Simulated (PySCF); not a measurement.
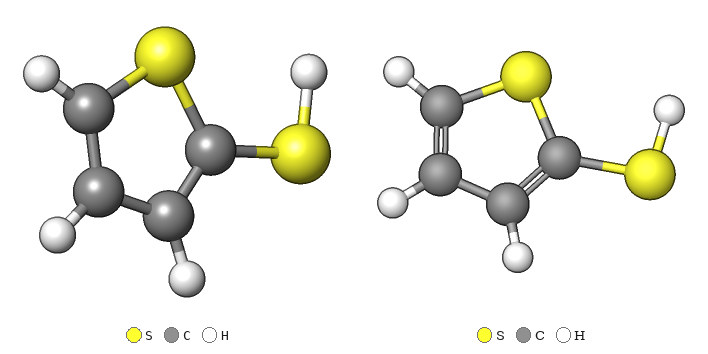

Two views of one molecule.

Computed geometry: GFN2-xTB optimisation. No frequency run is at hand to confirm it as a minimum.

Describe the molecule.

The molecule is C4H4S2. Its SMILES string is `Sc1cccs1`. Independent rings (smallest set): 1 of 5 members, 1 of them aromatic. Among its groups: thiol. The point group is Cs. All atoms lie on one plane. Coordination: 2 S bent; 4 C trigonal planar.

The parts below concern this one geometry. Atoms keep their numbers from picture to picture.

Shape

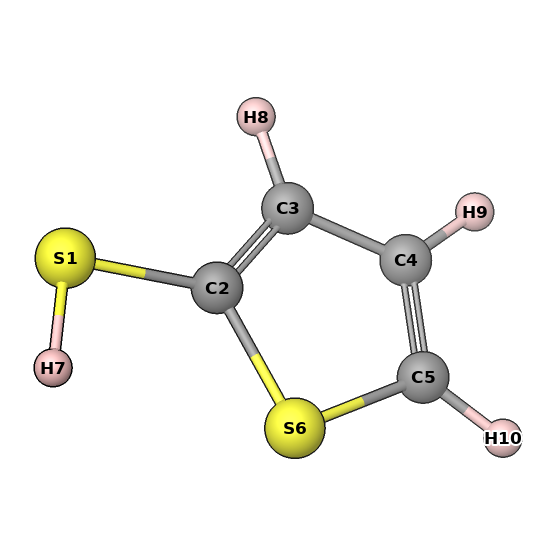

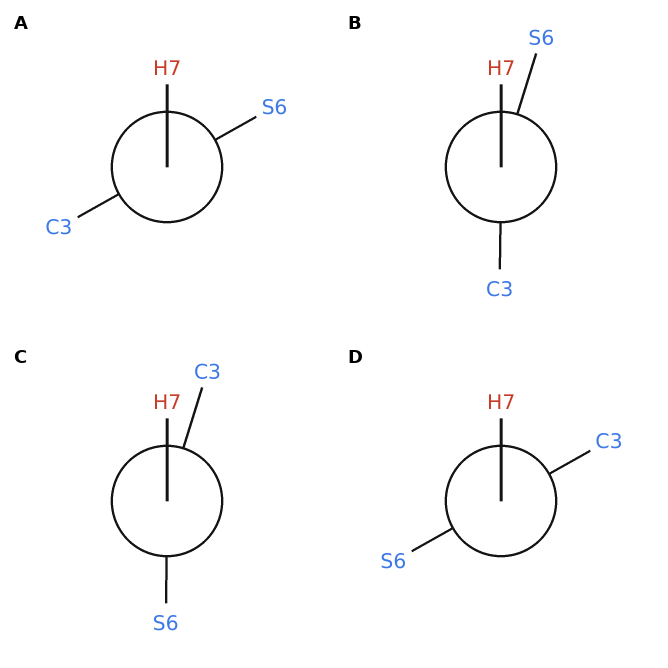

Distant atoms are faded towards the background colour. Bonds that would overlap in a projection are set slightly apart. No frequency run is at hand to confirm it as a minimum.

Question: Which Newman projection shows the view along S1–C2, with S1 in front?

Answer: B. The torsion angle H7–S1–C2–S6 is 1°, synperiplanar (eclipsed).

Dipole moment

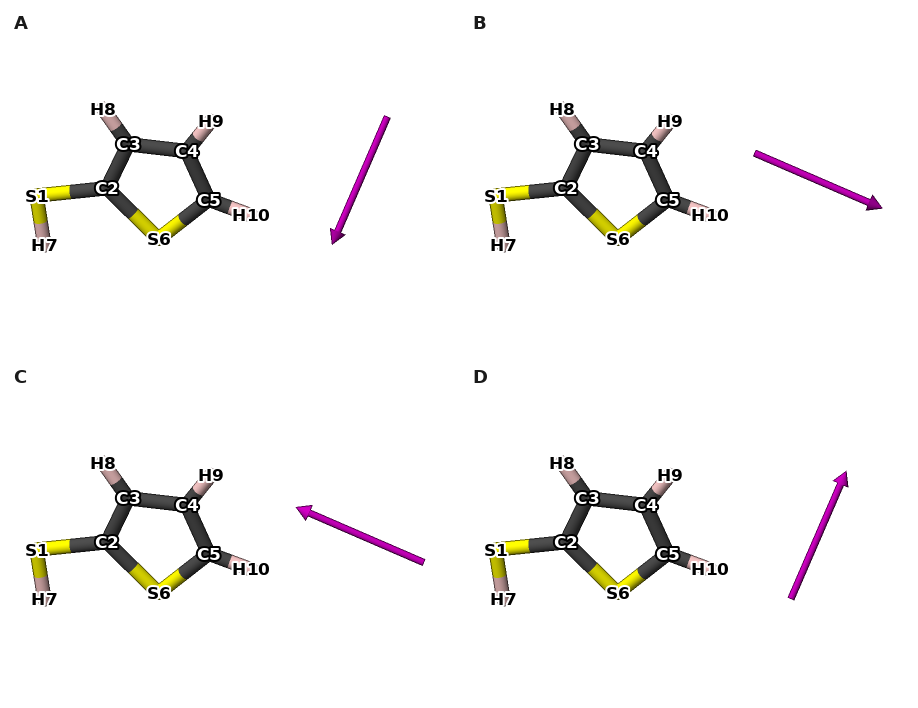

The same molecule four times, each with an arrow. No frequency run is at hand to confirm it as a minimum. Method: PBE0/pcSseg-1, gas phase (PySCF 2.14.0).

Question: Which arrow points along the dipole moment, from the negative to the positive end?

Answer: B. The dipole moment is 0.80 D; it points from the side of S1 to the side of H10 (the outermost atoms at the two ends).

Charges

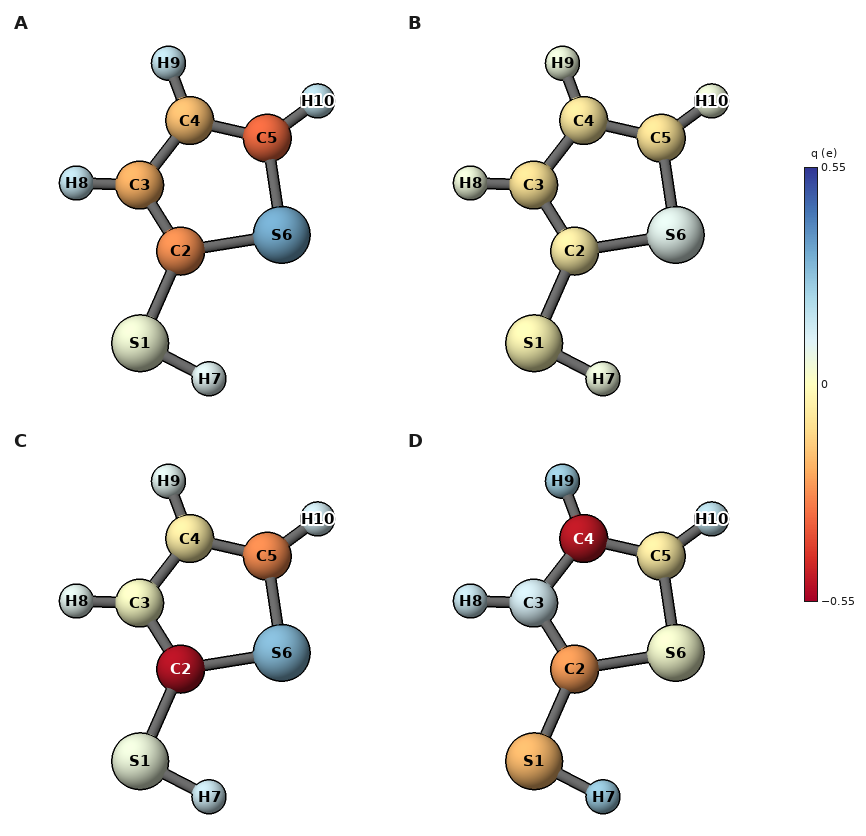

Atomic charges of one calculation by 4 schemes, on one colour scale. No frequency run is at hand to confirm it as a minimum. Method: PBE0/pcSseg-1 (PySCF 2.14.0).

Question: The schemes are ESP-fitted, Hirshfeld, IAO, Mulliken. Which panel shows which?

Answer: A IAO, B Hirshfeld, C Mulliken, D ESP-fitted.

List the charges (e), one line for each set of equivalent atoms.

| atom | IAO | Hirshfeld | Mulliken | ESP-fitted |
| --- | --- | --- | --- | --- |
| S1 | 0.05 | −0.02 | 0.06 | −0.19 |
| C2 | −0.27 | −0.05 | −0.50 | −0.24 |
| C3 | −0.21 | −0.09 | 0.02 | 0.13 |
| C4 | −0.17 | −0.07 | −0.05 | −0.49 |
| C5 | −0.33 | −0.09 | −0.27 | −0.06 |
| S6 | 0.32 | 0.09 | 0.29 | 0.03 |
| H7 | 0.10 | 0.06 | 0.15 | 0.25 |
| H8 | 0.17 | 0.06 | 0.09 | 0.15 |
| H9 | 0.17 | 0.06 | 0.10 | 0.24 |
| H10 | 0.18 | 0.05 | 0.13 | 0.17 |

Ring current

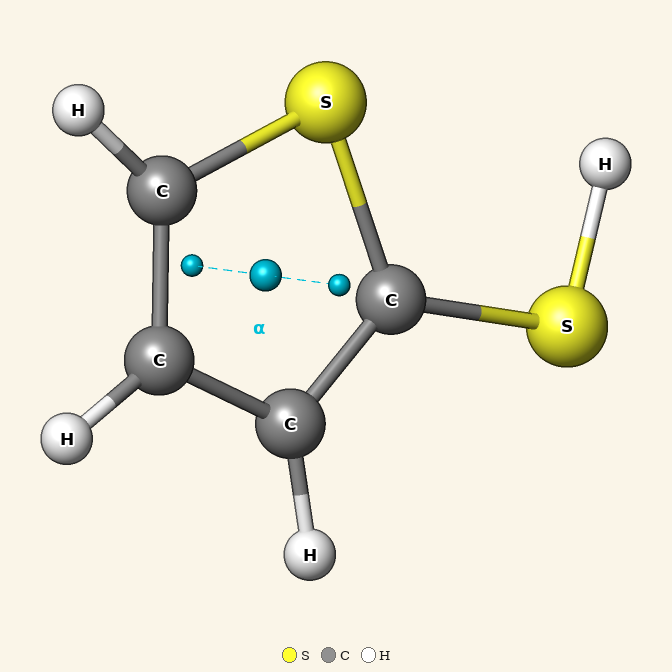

The small points mark where nucleus-independent chemical shifts (NICS) were computed: at the centre of each lettered ring and 1 Å above and below it. No frequency run is at hand to confirm it as a minimum. Method: GIAO PBE0/pcSseg-1 NMR shielding, non-relativistic, gas phase (PySCF 2.14.0).

Give NICS(0), NICS(1) and the out-of-plane component NICS(1)zz for each ring (means of the two sides).

```json
{"ring": "α", "members": "C4S", "NICS(0)": "−12.1", "NICS(1)": "−10.4", "NICS(1)zz": "−23.9"}
```

Values in ppm.

Question: What do the values say about the ring currents?

Answer: Ring α: diatropic, as in an aromatic ring. NICS is one index among several.

Mulliken values depend strongly on the basis set and can even reverse the polarity of a bond.
